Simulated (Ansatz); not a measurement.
## A failed many-body run on CuBiPbS3 (Aikinite)

Aim: the G0W0 gap of CuBiPbS3 (Aikinite). The first input has a fault.

Calculated with Ansatz 0.2.0; G0W0 on LDA, plane waves, PAW.

In doubt: one-shot GW on d or f shells is unsure, so the values of those runs are not to be relied on.

## Step 1: The starting structure

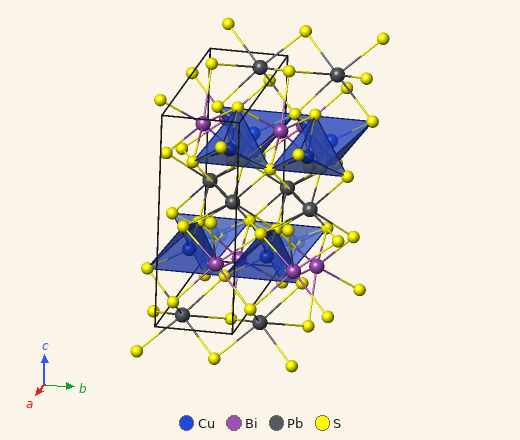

The cell as given, from a free direction (copper blue, bismuth purple, lead dark grey, sulfur yellow). 1×2×1 cells are drawn. Some periodic images of atoms are drawn too.

The cell and positions come from the Crystallography Open Database and are kept as given unless a step says otherwise. Spin-orbit coupling is left out unless a step names it. The default PAW set here is soft_2. Its files were made with PBE.

## Step 2: First try

Input file input.yaml:

```yaml
crystal:
  lattice:
    - [11.638, 0.0, 0.0]
    - [0.0, 4.039, 0.0]
    - [0.0, 0.0, 11.319]
  atoms:
    - { symbol: Cu, position: [0.2338, 0.25, 0.2085] }
    - { symbol: Cu, position: [0.2662, 0.75, 0.7085] }
    - { symbol: Cu, position: [0.7338, 0.25, 0.2915] }
    - { symbol: Cu, position: [0.7662, 0.75, 0.7915] }
    - { symbol: Bi, position: [0.0189, 0.25, 0.6827] }
    - { symbol: Bi, position: [0.4811, 0.75, 0.1827] }
    - { symbol: Bi, position: [0.5189, 0.25, 0.8173] }
    - { symbol: Bi, position: [0.9811, 0.75, 0.3173] }
    - { symbol: Pb, position: [0.8329, 0.25, 0.0105] }
    - { symbol: Pb, position: [0.6671, 0.75, 0.5105] }
    - { symbol: Pb, position: [0.3329, 0.25, 0.4895] }
    - { symbol: Pb, position: [0.1671, 0.75, 0.9895] }
    - { symbol: S, position: [0.716, 0.25, 0.6986] }
    - { symbol: S, position: [0.784, 0.75, 0.1986] }
    - { symbol: S, position: [0.216, 0.25, 0.8014] }
    - { symbol: S, position: [0.284, 0.75, 0.3014] }
    - { symbol: S, position: [0.0467, 0.25, 0.14] }
    - { symbol: S, position: [0.4533, 0.75, 0.64] }
    - { symbol: S, position: [0.5467, 0.25, 0.36] }
    - { symbol: S, position: [0.9533, 0.75, 0.86] }
    - { symbol: S, position: [0.3775, 0.25, 0.0559] }
    - { symbol: S, position: [0.1225, 0.75, 0.5559] }
    - { symbol: S, position: [0.8775, 0.25, 0.4441] }
    - { symbol: S, position: [0.6225, 0.75, 0.9441] }
kpoints:
  mp_grid: { grid: [2, 4, 2] }
hamiltonian:
  xc: lda
scf:
  occupations: { method: fixed }
gw:
  n_empty_bands: 561
  ecut_chi: 10
  qp_bands: [v2, c2]
  qp_kpoints: band_edges
  screening: { model: contour_deformation }
```

Launch:

```
ansatz run input.yaml --threads 32 --pin off --max-ram 129024MiB --backend cuda --events-out ev --progress --plain --runs-dir out --devices 1 --max-vram 157GiB  # rebuilt from the run's record
```

Numbers of over 12 decimals in the logs are rounded to 6 here.

What it wrote:

```text
GPUs: using 1 of 1 available (devices: 1).
Engine: ansatz 0.2.0, aarch64-unknown-linux-gnu
Pseudopotentials: kind: paw
Pseudopotential: Cu, paw, valence charge 19, recommended cutoff 420 eV (normal), Cu.paw.azcp
Pseudopotential: Bi, paw, valence charge 15, recommended cutoff 420 eV (normal), Bi.paw.azcp
Pseudopotential: Pb, paw, valence charge 14, recommended cutoff 420 eV (normal), Pb.paw.azcp
Pseudopotential: S, paw, valence charge 6, recommended cutoff 420 eV (normal), S.paw.azcp
Functional definition: SPW92
  exchange = slater_x
  correlation = pw_c
[...]
Crystal: 24 atoms, lattice volume = 532.060 Å³
Basis set: ecut = 420 eV, 10407 PW (Γ)
Bands: 159, of which v1, the nominal top of the filled ones, is band 132 counted from 1 (131 counted from 0)
Symmetry: 8 space group operations
Space group: Pnma (ITA 62), of the structure as read, at distance tolerance 8.1e-5 Å
k-points: 12 of 16
Non-local potential: Cu, projectors of the file, l = 0: 3, l = 1: 2, l = 2: 3, l = 3: 1
Non-local potential: Bi, projectors of the file, l = 0: 2, l = 1: 2, l = 2: 2, l = 3: 2
Non-local potential: Pb, projectors of the file, l = 0: 2, l = 1: 2, l = 2: 2, l = 3: 2
Non-local potential: S, projectors of the file, l = 0: 2, l = 1: 2, l = 2: 2
PAW form: soft (Blöchl's): semilocal exchange-correlation on the pseudo side does not see the compensation charge
PAW frozen core: Cu, regenerated for the run's functional, and the local potential with it (the file was generated under x = pbe(κ = 0.804, μ = 0.219515), c = pbe(β = 0.066725))
PAW frozen core: Bi, regenerated for the run's functional, and the local potential with it (the file was generated under x = pbe(κ = 0.804, μ = 0.219515), c = pbe(β = 0.066725))
PAW frozen core: Pb, regenerated for the run's functional, and the local potential with it (the file was generated under x = pbe(κ = 0.804, μ = 0.219515), c = pbe(β = 0.066725))
PAW frozen core: S, regenerated for the run's functional, and the local potential with it (the file was generated under x = pbe(κ = 0.804, μ = 0.219515), c = pbe(β = 0.066725))
PAW one-centre angular grid: Cu, 590 points (default); XC on 64 Gauss nodes
PAW one-centre angular grid: Bi, 590 points (default); XC on 64 Gauss nodes
PAW one-centre angular grid: Pb, 590 points (default); XC on 64 Gauss nodes
[...]
Initial density: superposition of atomic densities (neutral atoms: chi_scale 0, normalization atom), corrected by the library's trained network
Initial wavefunctions: pseudopotential atomic-orbital guess
[...]
Functional: x = slater, c = lda
SCF iter   1: F=—  HF=-131419.219345 eV  |F-HF|=—  |Δ(HF+E_count)|=         —  Δρ=8.74e-3  dr2=3.69e-1  ethr=1.77e-3  ⟨swp⟩=4.9  Hψ=6121  notcnv=0  defer=277
preconditioner: auto → Resta (q_TF=auto, 2.428 Å⁻¹)  ε∞=4.5  [insulator: Δε(μ)=0.515 eV  Ē_g=13.130 eV  n_scr=134 (ndim 8)  ℏωp=24.5 eV  f_vac=0.016  ε∞_Penn≈4.5]
SCF iter   2: F=—  HF=-131419.168631 eV  |F-HF|=—  |Δ(HF+E_count)|=   5.07e-2  Δρ=7.02e-3  dr2=2.18e-1  ethr=1.40e-4  ⟨swp⟩=2.0  Hψ=3764  notcnv=0  defer=292
SCF iter   3: F=—  HF=-131419.136422 eV  |F-HF|=—  |Δ(HF+E_count)|=   3.22e-2  Δρ=4.88e-3  dr2=7.64e-2  ethr=8.25e-5  ⟨swp⟩=2.0  Hψ=3258  notcnv=0  defer=292
SCF iter   4: F=—  HF=-131419.122911 eV  |F-HF|=—  |Δ(HF+E_count)|=   1.35e-2  Δρ=2.23e-3  dr2=1.68e-2  ethr=2.89e-5  ⟨swp⟩=2.0  Hψ=2313  notcnv=0  defer=296
SCF iter   5: F=—  HF=-131419.119336 eV  |F-HF|=—  |Δ(HF+E_count)|=   3.57e-3  Δρ=5.79e-4  dr2=1.16e-3  ethr=6.37e-6  ⟨swp⟩=2.0  Hψ=2134  notcnv=0  defer=296
SCF iter   6: F=—  HF=-131419.119090 eV  |F-HF|=—  |Δ(HF+E_count)|=   2.46e-4  Δρ=5.43e-5  dr2=1.98e-5  ethr=4.39e-7  ⟨swp⟩=2.0  Hψ=2285  notcnv=0  defer=236
SCF iter   7: F=—  HF=-131419.119090 eV  |F-HF|=—  |Δ(HF+E_count)|=   4.92e-8  Δρ=2.80e-5  dr2=4.03e-6  ethr=7.51e-9  ⟨swp⟩=2.0  Hψ=2511  notcnv=0  defer=236
SCF iter   8: F=—  HF=-131419.119090 eV  |F-HF|=—  |Δ(HF+E_count)|=   1.33e-7  Δρ=4.31e-6  dr2=1.79e-7  ethr=1.53e-9  ⟨swp⟩=2.0  Hψ=2173  notcnv=0  defer=236
SCF iter   9: F=-131419.119090 eV  HF=-131419.119090 eV  |F-HF|=7.48e-8  |Δ(HF+E_count)|=   4.44e-8  Δρ=4.46e-6  dr2=9.41e-8  ethr=3.79e-11  ⟨swp⟩=11.5  Hψ=8638  notcnv=0
SCF 1 converged in 9 iterations: F = -131419.119090 eV  dr2 = 9.41e-8
[...]
NSCF: frozen V_eff on 12 k-points
[...]
NSCF: frozen V_eff on 12 k-points
G₀W₀ screening: q 1/12
[... further progress lines ...]
SCF converged after 9 iterations
Free energy (F): -131419.119090 eV
Harris-Foulkes:  -131419.119090 eV  (|F-HF|=7.48e-8)
Internal energy: -131419.119090 eV  (E = F + TS)
E sigma→0 (E₀):  -131419.119090 eV
Fermi energy:    9.023047 eV
--- Per-component energies (eV) ---
  E_band       = -2491.971639
  E_kinetic    = 4841.527404
  E_local      = -36015.288328  (includes V_loc(G=0)·N_el)
  E_nonlocal   = 5641.625254
  E_hartree    = 15037.107886
  E_xc         = -2990.180059
  E_vxc        = -2626.855688  (∫ρ·V_xc dr)
  E_paw        = -95034.982638  (= ΣΔE_a)
  E_vpaw       = -4407.255516  (= ΣTr[D̂ρ^β])
  E_aug_tail   = -0.001071  (compensation charges beyond the density's cutoff)
  E_ewald      = -22902.234155
  E_core_change = 3.306617  (= ΣΔE_core)
  E_smearing   = -0.000000  (= −TS)
  E_closure    = -0.000000  (closes the sum)
  Σ components = -131419.119090   (vs F -131419.119090, Δ=0.00e0)
--- Band table (eV; the first three rows and the last of 12) ---
[... rows of the band table ...]
--- G₀W₀: contour deformation, 8 samples at zero and on the imaginary axis and 1 off it, 16 q-points, 561 empty bands' worth ---
  eigenvalues of the whole cell's RPA ε∞ on this k-mesh (on a slab, of 1 + 4πα/V) = 17.9028, 18.7460, 19.3737; static W/v taken at q = 0 is 0.053141
  bands read: the sum over 693 bands ends inside a degenerate multiplet in 10 slots, whose members it reads at an even weight; the widest, k=10: bands 693 to 696 (counted from 1) at 1/4 each
  gw.qp_kpoints: band_edges: 11 of 12 stored k-points solved, in 2 passes; an edge of the gap read off the rows below is read off those points alone
    valence top: of the k-points left out ik 10 came nearest to being solved in a further pass, in band 132 (counted from 1, as in the quasiparticle table): it holds the edge there only if its correction is more favourable than any solved in that band by at least 0.511 eV; those differ by 0.453 eV
    conduction bottom: of the k-points left out ik 10 came nearest to being solved in a further pass, in band 134 (counted from 1, as in the quasiparticle table): it holds the edge there only if its correction is more favourable than any solved in that band by at least 0.679 eV; those differ by 0.574 eV
  `?` marks the rows in doubt; gw_qp.tsv's column doubts and the gw_qp event give each row's grounds
    ik  band        ε_KS         Σx   Σc(E_QP)       V_xc       Z   E_QP_lin       E_QP  E_QP is
     0   131      8.8182   -27.2123     2.8443   -23.6583  0.7755     8.0953     8.1084  root
     0   132      8.8243   -27.9216     3.1473   -24.0261  0.7726     8.0625     8.0760  root
     0   133      9.8570   -10.3726    -2.7691   -14.0490  0.8047    10.7760    10.7642  root
     0   134      9.9571   -14.3186    -2.1939   -16.9366  0.7990    10.3847    10.3813  root
     1   131      9.0230   -28.0931     3.0813   -24.2777  0.7772     8.2775     8.2889  root
     1   132      9.0230   -28.0931     3.0813   -24.2777  0.7772     8.2775     8.2889  root
     1   133      9.7092   -10.6117    -2.5805   -13.9893  0.8040    10.5138    10.5063  root
     1   134      9.7092   -10.6117    -2.5805   -13.9893  0.8040    10.5138    10.5063  root
     2   131      8.4743   -28.9390     3.4272   -24.6316  0.7673     7.5724     7.5941  root
     2   132      8.5812   -30.8076     3.6429   -26.1075  0.7656     7.4892     7.5240  root
     2   133      9.6183   -10.2362    -2.6882   -13.6845  0.8054    10.3851    10.3785  root
     2   134     10.3284   -11.2369    -2.7458   -14.9010  0.8014    11.2595    11.2467  root
     3   131      8.6104   -27.7984     3.2305   -23.8513  0.7721     7.8800     7.8937  root
     3   132      8.6104   -27.7984     3.2305   -23.8513  0.7721     7.8800     7.8937  root
[...]
9   131      8.5636   -27.4989     3.2365   -23.5805  0.7713     7.8516     7.8816  root ?
     9   132      8.5636   -27.4989     3.2365   -23.5805  0.7713     7.8516     7.8816  root ?
[...]
9   134     10.6168   -10.3565    -2.8646   -14.1252  0.7975    11.5343    11.5209  root
    11   131      8.2481   -30.6413     3.8142   -25.7443  0.7590     7.1215     7.1652  root
    11   132      8.2481   -30.6413     3.8142   -25.7443  0.7590     7.1215     7.1652  root
    11   133     10.5297   -10.4361    -2.9030   -14.1856  0.7985    11.3877    11.3762  root
    11   134     10.5297   -10.4361    -2.9030   -14.1856  0.7985    11.3877    11.3762  root
```

Elapsed: 38 s, on 1 × NVIDIA GB200 with 32 threads of Arm Neoverse V2, shared host; peak memory 4.1 GiB; 1.9 min of CPU time.

**Diagnosis.**

The run ended normally, though the input holds a fault or crude settings.

The fault: screening cutoff of a few eV. Such a cutoff keeps only a few plane waves in the dielectric matrix, so local fields and the Coulomb hole are lost.

It printed a gap of 2.09 eV, which is an artefact of the settings.

## Step 3: A better input

G0W0 replaces the xc potential by the self-energy, built once from these orbitals. Only a window of levels is corrected, while the sums run over the empty bands that the input names.

Edit input.yaml of step 2 so:

```diff
@@ -37,4 +37,4 @@
 gw:
-  n_empty_bands: 561
-  ecut_chi: 10
+  n_empty_bands: 647
+  ecut_chi: 66
   qp_bands: [v2, c2]
```

What it wrote:

```text
GPUs: using 1 of 1 available (devices: 1).
[...]
device memory: the entry about to start is reckoned to put 16.3 GiB on a device that reports 182.5 GiB free (of which the cap on the GPU budget leaves the run 157.0 GiB)
GPU FFT provider: cuFFT
GPU libraries: cuBLAS 13.8.1, cuFFT 12.4.0, cuSOLVER 12.3.2
GPU matrix products: emulated (plane waves: as basis.precision tells), large ones in fixed point in workspaces of 1.00 GiB
Crystal: 24 atoms, lattice volume = 532.060 Å³
Basis set: ecut = 420 eV, 10407 PW (Γ)
Bands: 159, of which v1, the nominal top of the filled ones, is band 132 counted from 1 (131 counted from 0)
[... 1 set-up line as in the run before ...]
[...]
k-points: 12 of 16
[...]
GPU buffer pool allocated for 172800 grid points (all kernels)
GPU transforms: local potential and band sums: pruned to the plane-wave sphere, on 80×27×75
[...]
[... rows of the band table ...]
[...]
0   131      8.8182   -27.2123     3.5915   -23.6583  0.7071     8.8556     8.8556  root
     0   132      8.8243   -27.9216     3.9055   -24.0261  0.7012     8.8343     8.8343  root
     0   133      9.8570   -10.3726    -3.1184   -14.0490  0.7718    10.4235    10.4150  root
     0   134      9.9571   -14.3186    -2.1766   -16.9366  0.7558    10.4023    10.3986  root
     1   131      9.0230   -28.0931     3.8325   -24.2777  0.7064     9.0401     9.0401  root
     1   132      9.0230   -28.0931     3.8325   -24.2777  0.7064     9.0401     9.0401  root
     1   133      9.7092   -10.6117    -2.8782   -13.9893  0.7707    10.2144    10.2086  root
     1   134      9.7092   -10.6117    -2.8782   -13.9893  0.7707    10.2144    10.2086  root
[...]
11   131      8.2481   -30.6413     4.8545   -25.7443  0.6797     8.2056     8.2057  root
    11   132      8.2481   -30.6413     4.8545   -25.7443  0.6797     8.2056     8.2057  root
    11   133     10.5297   -10.4361    -3.2172   -14.1856  0.7634    11.0702    11.0621  root
    11   134     10.5297   -10.4361    -3.2172   -14.1856  0.7634    11.0702    11.0621  root
[key lines of the parts left out:]
SCF converged after 9 iterations
Free energy (F): -131419.119090 eV
Fermi energy:    9.023047 eV
```

Elapsed: 37 s, on 1 × NVIDIA GB200 with 32 threads; peak memory 4.5 GiB; 1.7 min of CPU time.

Numbers from this step:

* bands summed: 779
* RPA ε∞ on this mesh (eigenvalues): 16.71, 17.57, 17.96
* plane waves in the screening matrix: 649
* q-points in the mesh: 16
* G0W0 gap on the mesh: 1.073 eV
* k of the valence top: 0, 0, -0.5
* k of the conduction bottom: 0, 0.25, 0
* starting gap on the mesh: 0.5953 eV
* Z at the valence top: 0.7064
* Z at the conduction bottom: 0.7732
* least direct G0W0 gap on the computed points: 1.168 eV

The gap on the mesh goes from 0.60 eV to 1.07 eV, a correction of +0.48 eV. Between the two edge states, bare exchange in place of the xc potential would open the gap by 7.26 eV, and correlation takes back 6.79 eV.

## Step 4: Outcome

```
first try  : converged after 38 s
better run : G0W0 gap on the mesh 1.07 eV (2×4×2 mesh, 647 empty bands, screening to 66 eV)
```

The second run differs in: empty bands and screening cutoff (eV). Bands and cutoff are finite, so the gap is not at the basis limit. The miss can reach some tenths of an eV and take either sign; the mesh is an error of its own. The 2×4×2 mesh is coarse for this cell (its supercell is 16 Å along the shortest edge). The RPA ε∞ on it, from the LDA start, is 16.71, 17.57 and 17.96; such meshes misread the long-range screening, most where the gap is narrow. Where an edge is built on 6p states of lead, bismuth or thallium, scalar-relativistic gaps usually stand too wide, by a few tenths to over one eV. A d shell, filled or nearly so, lies near the gap. One-shot GW converges very slowly in bands there, not always from below, and on a semilocal start the gap tends to come out low; starts rich in exact exchange can overshoot instead. The many-body steps are scalar-relativistic: spin-orbit coupling is not in them.

[Paths, hosts, dates, memory and timing lines, banners, echoed tables and standing remarks are left out of the program output.]

[Logs are printed without paths, hosts, clocks, repeated set-up lines and the standing remarks that a program may print on its own settings, such as how far it seeks lower states.]

[Runs of the session that timed out or met a known fault of the program may be left out.]

[Cells called generated may have been cut or substituted from an entry of the Crystallography Open Database or the Materials Project.]

[Hosts, paths, dates, database ids (printed as entryN), source tags and the programs' standing remarks are cut or masked in the printed files.]
